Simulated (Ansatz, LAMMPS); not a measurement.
# Charge trapping in amorphous 31Ga2O3-69TiO2 (mol %) (116 atoms), part 2 of 4

Does an extra electron or hole in amorphous 31Ga2O3-69TiO2 (mol %) (116 atoms) stay spread out, or do the atoms trap it?

Ansatz 0.2.0; Kohn-Sham DFT, RPBE, PAW (set soft_1), plane waves.

The cell: 20 Ga, 22 Ti and 74 O. The quench rate of 20 K/ps far exceeds what a furnace or splat quench reaches. The starting topology of bonds comes from the classical model. Sampling is at Γ alone, for a cell whose shortest periodic width is 11 Å.

So far. Step 2 (Single point at the start): The r.m.s. force at the start is 0.76 eV/Å. Step 3 (Relaxation): The relaxation converged after 12 steps, 5.74 eV below its start, with a largest force component of 0.047 eV/Å.

### 4. Single point at the relaxed geometry

The electronic structure is read at the final geometry, in a run of its own.

Contents of input.yaml:

```yaml
crystal:
  lattice:
    - [11.05068, 0.0, 0.0]
    - [0.0, 11.05068, 0.0]
    - [0.0, 0.0, 11.05068]
  atoms:
    - { symbol: Ga, position: [0.62212, 0.39939, 0.74685] }
    - { symbol: Ga, position: [0.11361, 0.95081, 0.52972] }
    - { symbol: Ga, position: [0.30645, 0.43801, 0.36464] }
    - { symbol: Ga, position: [0.41981, 0.89306, 0.16314] }
    - { symbol: Ga, position: [0.35411, 0.52691, 0.65811] }
    - { symbol: Ga, position: [0.87389, 0.53633, 0.61675] }
    [... 104 atom lines left out ...]
    - { symbol: O, position: [0.78717, 0.88059, 0.06101] }
    - { symbol: O, position: [0.90509, 0.20782, 0.02505] }
    - { symbol: O, position: [0.13479, 0.25282, 0.51002] }
    - { symbol: O, position: [0.69055, 0.07669, 0.00927] }
    - { symbol: O, position: [0.04767, 0.7401, 0.87311] }
    - { symbol: O, position: [0.68135, 0.64387, 0.6471] }
kpoints:
  mp_grid: { grid: [1, 1, 1] }
hamiltonian:
  xc: rpbe
  pseudopotentials: { kind: paw, azcp: { folder: soft_1 } }
scf:
  occupations: { method: gaussian, width: 0.05 }
output:
  forces: true
  stress: true
  populations: true
  dos:
    method: { smearing: { sigma: 0.08 } }
    de: 0.1
    projected: { site_lists: { Ga: [Ga], O: [O], Ti: [Ti] } }
  eigenvalues: true
  write_density: true
  write_potential: true
  volumetric_format: npy
```

Started as:

```bash
ansatz run input.yaml --threads 4 --pin off --max-ram 8192MiB --backend cpu --events-out ev --progress --plain --runs-dir out
```

Numbers of over 12 decimals in the logs are rounded to 6 here.

The log of the run:

```text
[...]
Crystal: 116 atoms, lattice volume = 1349.482 Å³
Basis set: ecut = 420 eV, 26193 PW (Γ), exchange–correlation on 150×150×150 points (8 copies of the dense FFT grid, shifted against one another)
Bands: 600, of which v1, the nominal top of the filled ones, is band 484 counted from 1 (483 counted from 0)
Symmetry: 1 space group operations
[...]
k-points: 1
[...]
SCF iter   1: F=—  HF=-173091.172956 eV  |F-HF|=—  |Δ(HF+E_count)|=         —  Δρ=9.19e-2  dr2=7.95e1  ethr=3.10e-3  ⟨swp⟩=5.0  Hψ=1924  notcnv=0  defer=42
[...]
SCF iter  17: F=-173071.952774 eV  HF=-173071.952774 eV  |F-HF|=2.51e-8  |Δ(HF+E_count)|=   1.18e-7  Δρ=2.30e-6  dr2=7.54e-8  ethr=1.03e-11  ⟨swp⟩=7.0  Hψ=3265  notcnv=0
SCF 1 converged in 17 iterations: F = -173071.952774 eV  dr2 = 7.54e-8
[...]
SCF converged after 17 iterations
Free energy (F): -173071.952774 eV
[...]
Internal energy: -173071.952774 eV  (E = F + TS)
E sigma→0 (E₀):  -173071.952774 eV
Fermi energy:    8.547287 eV
[...]
--- Forces (eV/Å), atoms counted from 1 ---
  atom   1  Ga    -0.00698902    -0.00197259     0.00797490
  atom   2  Ga     0.00461001     0.02768875     0.03219317
  atom   3  Ga     0.02172376     0.00167118     0.00564052
  atom   4  Ga    -0.02051499     0.00471441     0.00168468
  atom   5  Ga    -0.00121758    -0.00835071     0.02963590
  atom   6  Ga     0.01462578    -0.00258588    -0.00705440
  atom   7  Ga    -0.01719509     0.02030931    -0.01621661
  atom   8  Ga    -0.00748951    -0.00515912     0.00162145
  atom   9  Ga    -0.01328384     0.00821463     0.00408406
  atom  10  Ga     0.03396274     0.01444099     0.00633902
  atom  11  Ga    -0.00002124     0.04063049    -0.00094791
  atom  12  Ga    -0.01002921    -0.01097641    -0.00624919
  atom  13  Ga    -0.02927258    -0.01928823    -0.01125935
  atom  14  Ga     0.00236398     0.00106505     0.00479016
[...]
atom 115  O      0.00389545    -0.00689176    -0.01015173
  atom 116  O     -0.00687462     0.01113018     0.00911499
  max |Σ_I F_I| component: 1.23e-4 eV/Å
--- Stress (GPa, compression-positive) ---
        4.208844      -0.242573      -0.049507
       -0.242573       4.575835      -0.211743
       -0.049507      -0.211743       3.503302
  P = ⅓ Tr σ = 4.0960 GPa (40.960 kbar)
--- Band table (eV) ---
[...]
--- Löwdin populations: 116 sites ---
  site symbol       q [e]
     0     Ga     11.9591
     1     Ga     11.9936
     2     Ga     12.0021
[...]
115      O      6.6017
  spilling = 0.003040 (of n_electrons = 968.000000)
```

Wall time 52 s (4 threads of Arm Neoverse V2, shared host); peak memory 2.3 GiB.

The run gave:

* free energy: -173071.9528 eV
* free energy per atom: -1491.9996 eV/atom
* SCF cycles: 17
* pressure: 4.096 GPa
* r.m.s. force component: 0.01309 eV/Å
* longest force: 0.04919 eV/Å
* Fermi energy: 8.547 eV
* gap (highest filled to lowest empty level): 2.525 eV
* spilling of the projection: 0.00304

Löwdin charges by element and coordination (they lack the spilled electrons, 0.025 e an atom on average):

```
element  coordination  atoms  mean charge (e)  spread   least    most
     Ga           all     20             1.02  0.0226   0.974    1.06
     Ga             4      3             1.03   0.015    1.01    1.04
     Ga             5     13             1.02  0.0256   0.974    1.06
     Ga             6      4             1.01  0.0108   0.994    1.02
      O           all     74           -0.664  0.0393  -0.763  -0.574
      O             2     19           -0.620  0.0285  -0.675  -0.574
      O             3     44           -0.674  0.0287  -0.763  -0.599
      O             4     11           -0.705  0.0163  -0.726  -0.666
     Ti           all     22             1.44  0.0232    1.40    1.48
     Ti             4      4             1.43  0.0177    1.41    1.46
     Ti             5     11             1.44  0.0168    1.42    1.47
     Ti             6      7             1.45  0.0301    1.40    1.48
```

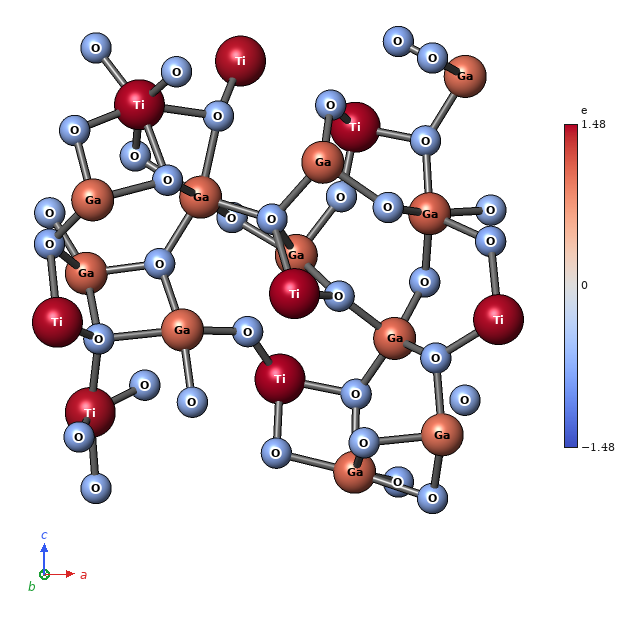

Atoms coloured by Löwdin charge. Drawn is a slice 4 Å thick, seen along the normal of the ac plane. Bonds to atoms that aren't drawn are left out.

Density of states as counts of states in windows of 1 eV (from the Fermi level), total and the larger projections:

```
from (eV)  to (eV)  total   O p  Ti d  Ga d
      -14      -13   45.1   0.5   0.2  40.3
      -13       -8    0.0   0.0   0.0   0.0
       -8       -7   23.3  14.4   1.2   0.2
       -7       -6   18.6  12.1   1.5   0.1
       -6       -5   67.1  49.0   9.2   0.3
       -5       -4   86.5  66.4  12.7   0.4
       -4       -3   96.3  79.3  11.1   0.5
       -3       -2  100.0  89.6   6.4   0.5
       -2       -1   52.2  48.8   2.2   0.2
       -1        1    0.0   0.0   0.0   0.0
        1        2   37.7   3.7  31.4   0.0
        2        3   76.0  11.7  57.4   0.0
        3        4   57.8  11.7  37.5   0.0
        4        5   48.6  12.2  25.2   0.0
```

The curve was stored every 0.10 eV, coarse against its broadening of 0.08 eV, so these counts are rough.

Between -26 and -14 eV lie 303 more states.

About 176 of the 968 electrons lie in deeper levels, below the stored range.

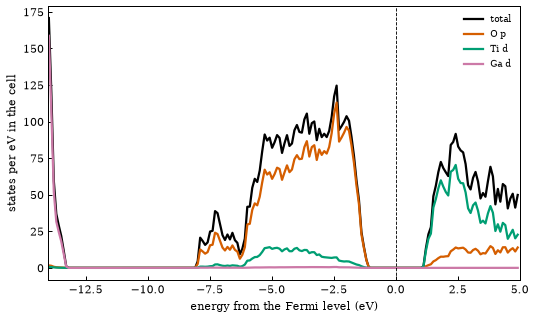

Total and projected density of states, with the broadening of the input.

The levels nearest the highest filled one (over half full), pooled over k-points and spins:

```
level less the highest filled one (eV)  occupation
                                -0.313           2
                                -0.252           2
                                -0.240           2
                                -0.188           2
                                -0.139           2
                                     0           2
                                  2.53           0
                                  2.58           0
                                  2.72           0
                                  2.73           0
                                  2.80           0
                                  2.83           0
```

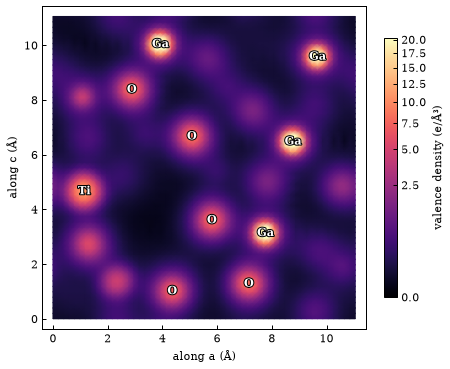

Valence density in the ac plane at fractional y = 0.519, with atoms of Ga and Ti and O within 0.2 Å of it. It is the smooth field of the valence electrons, not physical close to the nuclei. The map starts off the cell's origin, so that atoms lie inside it. The colour scale is stretched toward low values.

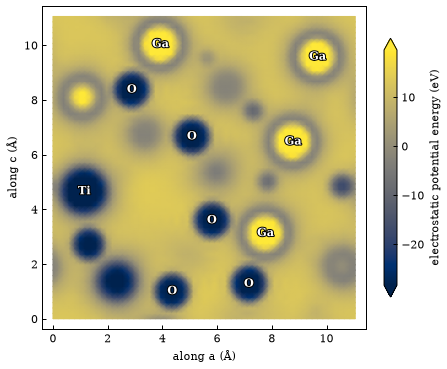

Electrostatic potential energy in the ac plane at fractional y = 0.519, with atoms of Ga and Ti and O within 0.2 Å of it. With pseudopotentials it is smooth inside the atoms' cores, unlike the true potential. The map starts off the cell's origin, so that atoms lie inside it.

The highest filled and lowest empty levels differ by 2.53 eV (at Γ alone); a semilocal functional tends to put such gaps too low. In a disordered cell it changes from sample to sample, and tail or defect levels can set it. Mean Löwdin charges: Ga +1.02, O -0.66, Ti +1.44 e (they miss 0.30 % of the electrons, so they add up to more than the cell's charge). The largest share in the top eV of filled states is O p (94 % of the projected weight), and in the lowest eV of empty states Ti d (83 % of the projected weight).

### 5. An extra electron, atoms held

The electron count changes by one with the atoms held: a vertical process, on a uniform background, with spin and a narrow Fermi–Dirac smearing. Its energy against the neutral cell hangs on the program's zero of potential.

Contents of input.yaml:

```yaml
crystal:
  lattice:
    - [11.05068, 0.0, 0.0]
    - [0.0, 11.05068, 0.0]
    - [0.0, 0.0, 11.05068]
  atoms:
    [... the 116 atom lines of step 4 ...]
total_charge: -1
kpoints:
  mp_grid: { grid: [1, 1, 1] }
hamiltonian:
  xc: rpbe
  pseudopotentials: { kind: paw, azcp: { folder: soft_1 } }
scf:
  occupations: { method: fermi_dirac, width: 0.01 }
  lower_state_search: "off"
output:
  forces: true
  stress: true
  populations: intrinsic
  dos:
    method: { smearing: { sigma: 0.08 } }
    de: 0.1
    projected: { site_lists: { Ga: [Ga], O: [O], Ti: [Ti] } }
  eigenvalues: true
  write_density: true
  write_potential: true
  volumetric_format: npy
magnetization:
  spin_polarized: true
  initial_magnetization: 1
```

The log of the run:

```text
[...]
Crystal: 116 atoms, lattice volume = 1349.482 Å³
Basis set: ecut = 420 eV, 26193 PW (Γ), exchange–correlation on 150×150×150 points (8 copies of the dense FFT grid, shifted against one another)
Bands: 601, of which v1, the nominal top of the filled ones, is band 485 counted from 1 (484 counted from 0)
Symmetry: 1 space group operations
[...]
k-points: 1
[...]
Starting moments: Σ|m| = 1 μB on 116 of 116 sites
[...]
SCF iter   1: F=—  HF=-173079.749566 eV  |F-HF|=—  |Δ(HF+E_count)|=         —  Δρ=4.52e-2 (↑4.47e-2 ↓4.52e-2)  dr2=7.74e1  dr2_m=1.28e-1  M=1.000 μB ∫|m|=1.054 μB  β_m=1.00  ethr=3.10e-3  ⟨swp⟩=5.0  Hψ=3714  notcnv=0  defer=101
[...]
spin=Collinear: Resta preconditioning applied to the charge; magnetization (m = ρ↑ − ρ↓) channel mixes plain (no charge-response kernel on spin).
SCF iter   2: F=—  HF=-173069.011811 eV  |F-HF|=—  |Δ(HF+E_count)|=         —  Δρ=3.06e-2 (↑3.06e-2 ↓3.05e-2)  dr2=3.64e1  dr2_m=2.43e-2  M=1.000 μB ∫|m|=1.125 μB  β_m=0.30  ethr=3.10e-3  ⟨swp⟩=3.0  Hψ=2062  notcnv=0  defer=200
[...]
SCF iter  11: F=—  HF=-173061.996583 eV  |F-HF|=—  |Δ(HF+E_count)|=   1.02e-2  Δρ=8.76e-4 (↑8.76e-4 ↓6.35e-4)  dr2=3.44e-2  dr2_m=1.63e-3  M=1.000 μB ∫|m|=1.235 μB  β_m=0.30  ethr=2.05e-5  ⟨swp⟩=5.0  Hψ=1434  notcnv=0  defer=190
[...]
spin-set hold released at iteration 11 (site moments contracting): the magnetisation degrees of freedom join the quasi-Newton model from the next iteration; the mixer history was flushed
SCF iter  12: F=—  HF=-173062.001623 eV  |F-HF|=—  |Δ(HF+E_count)|=   5.04e-3  Δρ=1.20e-3 (↑1.20e-3 ↓4.33e-4)  dr2=4.09e-2  dr2_m=4.98e-3  M=1.000 μB ∫|m|=1.246 μB  β_m=0.29  ethr=3.55e-6  ⟨swp⟩=4.5  Hψ=1462  notcnv=0  defer=190
[...]
SCF iter  29: F=-173062.014184 eV  HF=-173062.014184 eV  |F-HF|=2.97e-9  |Δ(HF+E_count)|=   2.30e-9  Δρ=4.66e-7 (↑4.66e-7 ↓2.86e-7)  dr2=9.15e-9  dr2_m=4.77e-10  M=1.000 μB ∫|m|=1.284 μB  ethr=1.03e-11  ⟨swp⟩=12.0  Hψ=7527  notcnv=0
SCF 1 converged in 29 iterations: F = -173062.014184 eV  dr2 = 9.15e-9
[...]
SCF converged after 29 iterations
Magnetization: 1.0000 μB (485.0000 up, 484.0000 down)
Absolute magnetization: 1.2750 μB (∫|ρ↑−ρ↓|, with the PAW one-centre terms)
[...]
Per-site moments (μB) at R_I (Å): [(0.000290863, 0.778831), (0.000669575, 0.768364), (0.00011122, 0.785276), (7.858613139969807e-5, 0.766894), (0.000366351, 0.805650), [...]
Free energy (F): -173062.014184 eV
[...]
Internal energy: -173062.001170 eV  (E = F + TS)
E sigma→0 (E₀):  -173062.007677 eV
Entropy (-TS):   -0.013014 eV (-0.112 meV/atom)
Fermi energy:    10.026957 eV
[...]
--- Forces (eV/Å), atoms counted from 1 ---
  atom   1  Ga     0.15986659    -0.15155369    -0.16620240
  atom   2  Ga    -0.04759049     0.08708488    -0.06255590
  atom   3  Ga    -0.00310109    -0.08742270     0.06072627
  atom   4  Ga     0.07445495     0.06516959     0.10128590
  atom   5  Ga     0.03979175    -0.03375553    -0.00231328
  atom   6  Ga    -0.06228715    -0.23325825    -0.02621602
  atom   7  Ga     0.01903266    -0.07342222     0.02533634
  atom   8  Ga     0.08507247     0.03475130    -0.04584092
  atom   9  Ga    -0.01479871     0.13846847     0.02590063
  atom  10  Ga     0.00768665    -0.02918192     0.12521397
  atom  11  Ga     0.00539039     0.04898438    -0.01073616
  atom  12  Ga     0.10462038     0.08969876    -0.16205568
  atom  13  Ga    -0.01396841    -0.06573103    -0.10911218
  atom  14  Ga    -0.01776686    -0.11475868    -0.03529187
[...]
atom 115  O     -0.01668817     0.00875521     0.01880922
  atom 116  O      0.00303065     0.05672227     0.09060218
  max |Σ_I F_I| component: 8.87e-6 eV/Å
--- Stress (GPa, compression-positive) ---
        4.254015      -0.273219       0.069315
       -0.273219       4.604223      -0.191088
        0.069315      -0.191088       3.539208
  P = ⅓ Tr σ = 4.1325 GPa (41.325 kbar)
--- Band table (eV) ---
[...]
--- intrinsic populations: 116 sites ---
  site symbol       q [e]    m [muB]
     0     Ga     11.9736     0.0011
     1     Ga     12.0137     0.0031
     2     Ga     12.0173     0.0009
[...]
115      O      6.6320    -0.0005
  spilling = 0.000000 (of n_electrons = 969.000000)
```

Elapsed: 2.1 min, on 4 threads; peak memory 3.9 GiB.

An extra electron, atoms held: the energy stands 9.94 eV above that of the reference, with a moment of 1.00 μB.

The levels nearest the highest filled one (over half full), pooled over k-points and spins:

```
level less the highest filled one (eV)  occupation
                                 -2.84           1
                                 -2.80           1
                                 -2.80           1
                                     0       0.649
                                0.0123        0.35
                                0.0836           0
                                 0.092           0
                                 0.113           0
```

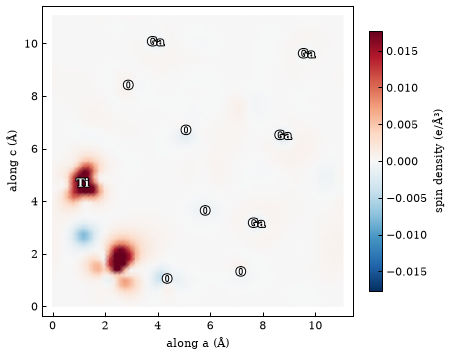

Spin density in the ac plane at fractional y = 0.519, with atoms of Ga and Ti and O within 0.2 Å of it. The map starts off the cell's origin, so that atoms lie inside it.

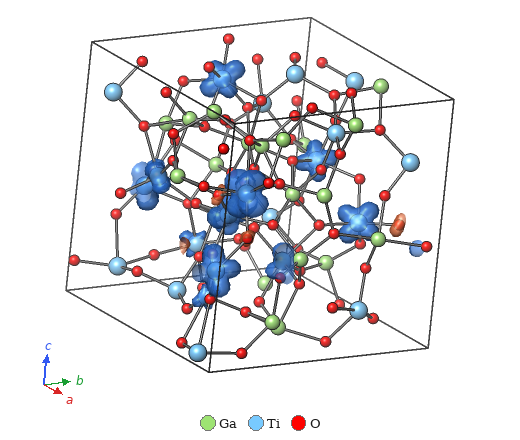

Surfaces of spin density = ±0.015 e/Å³, which hold about 50 % of the integral of its size. The two colours are the two signs. Bonds to atoms that aren't drawn are left out.

### 6. An extra electron, atoms relaxed

The atoms now respond to the charge; the energy gained comes from screening by the atoms, from trapping if the charge localises, and from any strain left in the reference.

input.yaml, the sections that differ from step 5:

```yaml
output:
  forces: true
relax:
  f_tol: 0.05
  max_steps: 90
# crystal, total_charge, kpoints, hamiltonian, scf, magnetization: as in step 5
```

The log of the run:

```text
[...]
Crystal: 116 atoms, lattice volume = 1349.482 Å³
Basis set: ecut = 420 eV, 26193 PW (Γ), exchange–correlation on 150×150×150 points (8 copies of the dense FFT grid, shifted against one another)
Bands: 601, of which v1, the nominal top of the filled ones, is band 485 counted from 1 (484 counted from 0)
Symmetry: 1 space group operations
[...]
k-points: 1
[...]
Starting moments: Σ|m| = 1 μB on 116 of 116 sites
[...]
SCF iter   1: F=—  HF=-173079.749566 eV  |F-HF|=—  |Δ(HF+E_count)|=         —  Δρ=4.52e-2 (↑4.47e-2 ↓4.52e-2)  dr2=7.74e1  dr2_m=1.28e-1  M=1.000 μB ∫|m|=1.054 μB  β_m=1.00  ethr=3.10e-3  ⟨swp⟩=5.0  Hψ=3714  notcnv=0  defer=101
[...]
SCF iter   2: F=—  HF=-173069.011856 eV  |F-HF|=—  |Δ(HF+E_count)|=         —  Δρ=3.06e-2 (↑3.06e-2 ↓3.05e-2)  dr2=3.64e1  dr2_m=2.43e-2  M=1.000 μB ∫|m|=1.125 μB  β_m=0.30  ethr=3.10e-3  ⟨swp⟩=3.0  Hψ=2062  notcnv=0  defer=200
[...]
SCF iter  11: F=—  HF=-173061.996614 eV  |F-HF|=—  |Δ(HF+E_count)|=   1.03e-2  Δρ=8.77e-4 (↑8.77e-4 ↓6.36e-4)  dr2=3.45e-2  dr2_m=1.63e-3  M=1.000 μB ∫|m|=1.235 μB  β_m=0.30  ethr=2.06e-5  ⟨swp⟩=5.0  Hψ=1433  notcnv=0  defer=190
[...]
SCF iter  13: F=—  HF=-173062.002005 eV  |F-HF|=—  |Δ(HF+E_count)|=   3.25e-3  Δρ=1.04e-3 (↑1.04e-3 ↓3.87e-4)  dr2=4.59e-2  dr2_m=2.23e-3  M=1.000 μB ∫|m|=1.249 μB  β_m=0.25  ethr=3.56e-6  ⟨swp⟩=4.5  Hψ=1668  notcnv=0  defer=190
[...]
SCF iter  22: F=—  HF=-173062.014193 eV  |F-HF|=—  |Δ(HF+E_count)|=   7.32e-6  Δρ=9.17e-5 (↑9.17e-5 ↓1.36e-5)  dr2=2.97e-4  dr2_m=2.16e-5  M=1.000 μB ∫|m|=1.284 μB  β_m=0.34  ethr=1.30e-8  ⟨swp⟩=2.0  Hψ=1959  notcnv=0  defer=190
SCF iter  23: F=-173062.014181 eV  HF=-173062.014184 eV  |F-HF|=3.36e-6  |Δ(HF+E_count)|=   8.95e-6  Δρ=1.27e-5 (↑1.27e-5 ↓5.95e-6)  dr2=5.45e-6  dr2_m=4.31e-7  M=1.000 μB ∫|m|=1.284 μB  ethr=6.45e-9  ⟨swp⟩=1.5  Hψ=2227  notcnv=0
SCF 1 converged in 23 iterations: F = -173062.014181 eV  dr2 = 5.45e-6
[...]
relax step   1: F+E_penalty+E_count = -173062.01418057 eV  Δ(F+E_penalty+E_count) = +0.000e0 eV  max|allowed force component| = 4.589e-1 eV/Å  Δτ_max = 0.0000 Å  (23 SCF iters, dr2 threshold 6.25e-5 eV, accepted)
[...]
relax step   2: F+E_penalty+E_count = -173062.08537789 eV  Δ(F+E_penalty+E_count) = -7.120e-2 eV  max|allowed force component| = 3.758e-1 eV/Å  Δτ_max = 0.0252 Å  (14 SCF iters, dr2 threshold 1.32e-5 eV, accepted)
[...]
relax step   3: F+E_penalty+E_count = -173062.12986609 eV  Δ(F+E_penalty+E_count) = -4.449e-2 eV  max|allowed force component| = 3.694e-1 eV/Å  Δτ_max = 0.0816 Å  (10 SCF iters, dr2 threshold 8.82e-6 eV, accepted)
[...]
relax step   4: F+E_penalty+E_count = -173062.16537655 eV  Δ(F+E_penalty+E_count) = -3.551e-2 eV  max|allowed force component| = 1.162e-1 eV/Å  Δτ_max = 0.0288 Å  (7 SCF iters, dr2 threshold 9.15e-5 eV, accepted)
[...]
relax step   5: F+E_penalty+E_count = -173061.74068458 eV  Δ(F+E_penalty+E_count) = +4.247e-1 eV  max|allowed force component| = 7.453e-1 eV/Å  Δτ_max = 0.2000 Å  (15 SCF iters, rejected (line search))
[...]
relax step   6: F+E_penalty+E_count = -173062.18687156 eV  Δ(F+E_penalty+E_count) = -2.150e-2 eV  max|allowed force component| = 3.642e-2 eV/Å  Δτ_max = 0.0398 Å  (15 SCF iters, accepted)
SCF converged after 15 iterations
Magnetization: 1.0000 μB (485.0000 up, 484.0000 down)
Absolute magnetization: 1.2550 μB (∫|ρ↑−ρ↓|, with the PAW one-centre terms)
[...]
Per-site moments (μB) at R_I (Å): [(9.676584933172963e-5, 0.777216), (0.000567879, 0.765620), (4.366232261587403e-5, 0.787232), (-4.872190545501806e-6, 0.766173), (0.000251698, 0.805396), [...]
Free energy (F): -173062.186872 eV
[...]
Internal energy: -173062.186847 eV  (E = F + TS)
E sigma→0 (E₀):  -173062.186859 eV
Entropy (-TS):   -0.000025 eV (-0.000 meV/atom)
Fermi energy:    9.827211 eV
[...]
Σ components = -173062.186872   (vs F -173062.186872, Δ=0.00e0)
--- Forces (eV/Å), atoms counted from 1 ---
  atom   1  Ga    -0.02463249     0.01157996    -0.02566411
  atom   2  Ga    -0.00962987    -0.01305968     0.00738125
  atom   3  Ga    -0.00558728    -0.00415499    -0.00818041
  atom   4  Ga     0.01410297     0.00797853     0.02164870
[...]
atom 116  O     -0.02776561     0.02891445     0.01223437
  max |Σ_I F_I| component: 2.69e-4 eV/Å
--- Relaxed structure (6 steps of the walk, 5 accepted, 0 SCFs on fresh bases) ---
  F+E_penalty+E_count = -173062.18687156 eV   max|allowed force component| = 3.642e-2 eV/Å
  atoms:
    - { symbol: Ga, position: [0.623160, 0.399412, 0.746773] }
    - { symbol: Ga, position: [0.113773, 0.952936, 0.531246] }
    - { symbol: Ga, position: [0.305794, 0.437172, 0.365111] }
    - { symbol: Ga, position: [0.418521, 0.893662, 0.162735] }
[...]
- { symbol: O, position: [0.677704, 0.645337, 0.647342] }
```

It took 6 min on 4 threads; peak memory 3.9 GiB.

The relaxation converged after 6 steps, 0.173 eV below its start, with a largest force component of 0.036 eV/Å.

An extra electron, atoms relaxed: the energy stands 9.77 eV above that of the reference, with a moment of 1.00 μB.

(Continued in part 3 of 4.)

[Logs are printed without paths, hosts, clocks, repeated set-up lines and the standing remarks that a program may print on its own settings, such as how far it seeks lower states.]

[Hosts, paths, dates, database ids (printed as entryN), source tags and the programs' standing remarks are cut or masked in the printed files.]
